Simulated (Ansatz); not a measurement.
# BF₂H₃O₂S: what the fields show

The calculation's input:

```
crystal:
  periodic: [false, false, false]
  atoms:
    - {symbol: B, position_ang: [-0.500486, -0.623263, -0.208441]}
    - {symbol: S, position_ang: [1.163880, -1.409483, 0.748295]}
    - {symbol: F, position_ang: [-0.802908, -1.267685, -1.342654]}
    - {symbol: F, position_ang: [-1.494399, -0.421591, 0.668290]}
    - {symbol: H, position_ang: [1.154687, 0.159974, 0.354632]}
    - {symbol: O, position_ang: [0.345778, 0.637148, -0.459460]}
    - {symbol: O, position_ang: [-0.358737, 1.872667, -0.421049]}
    - {symbol: H, position_ang: [0.658903, -1.157578, 1.967273]}
    - {symbol: H, position_ang: [-0.166619, 2.209810, -1.306886]}
basis:
  gaussian: {orbitals: def2-TZVPP}
hamiltonian: {xc: pbe0, dispersion: d4}
output: {orbitals: {seedname: orbitals}}
```

Command:

```sh
ansatz run in.yaml --threads 8 --pin off --events-out ev --progress --plain --max-ram 19148MiB
```

A transition-state structure; geometry: PBE0-D4/def2-TZVP.

All numbers below come from RKS PBE0-D4/def2-TZVPP in Ansatz 0.2.0.

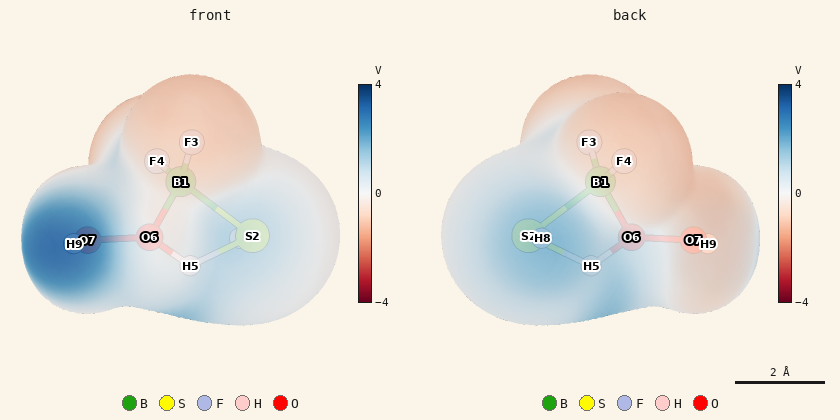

Figure 1. The molecular electrostatic potential painted on the density surface at 0.002 e/bohr³, seen from the front and from behind; the colour scale runs from red (negative) to blue (positive).

Question: Where is the surface potential most negative and most positive?

Answer: The most negative region (about −1.1 V) lies over F3, F4 and O7, the most positive (about +3.1 V) over H9.

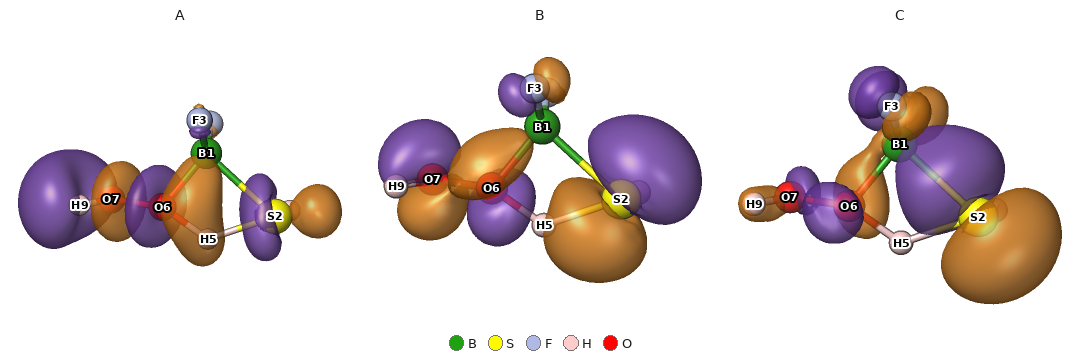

Figure 2. Three frontier orbitals at ±0.1 Å⁻³ᐟ² (orange and purple are the two phases), in no order.

Question: Which picture is the HOMO−1, the HOMO and the LUMO?

Answer: C is the HOMO−1 (−9.00 eV). By Hirshfeld shares it lies mainly on S2 (about 60 %), O6 (about 10 %), B1 (about 10 %), F4 (about 10 %) and F3 (about 5 %). B is the HOMO (−8.46 eV). Its weight (Hirshfeld) is mainly on S2 (about 45 %), O6 (about 20 %) and O7 (about 20 %). A is the LUMO (−0.46 eV). Its weight (Hirshfeld) is mainly on O7 (about 40 %), O6 (about 30 %), H9 (about 15 %) and S2 (about 10 %).

Question: What is the HOMO–LUMO gap?

Answer: 8.00 eV between the orbital energies.

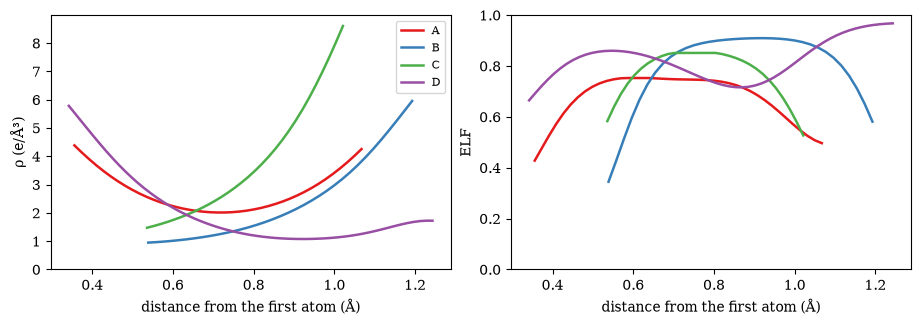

Figure 3. Total electron density and ELF along straight lines between neighbouring atoms. The curves leave out the atomic cores.

Question: Which curve belongs to which contact (B–F, B–O, O–H and O–O)? The first atom named is at distance zero.

Answer: Curve A: O–O (1.42 Å): ρ is about 2 e/Å³ halfway; the ELF peaks at about 0.75 between the atoms: a covalent bond. Curve B: B–O (1.54 Å): ρ at the midpoint is about 1.4 e/Å³; the ELF peaks at about 0.90 between the atoms: a shared but strongly polarised pair. Curve C: B–F (1.34 Å): ρ is about 2.2 e/Å³ halfway; the ELF peaks at about 0.85 between the atoms; a shared but strongly polarised pair. Curve D: O6···H5 (1.24 Å): the density falls to about 1.1 e/Å³ on the way; the ELF climbs to about 0.95 towards the hydrogen, as it does in any bond to H.
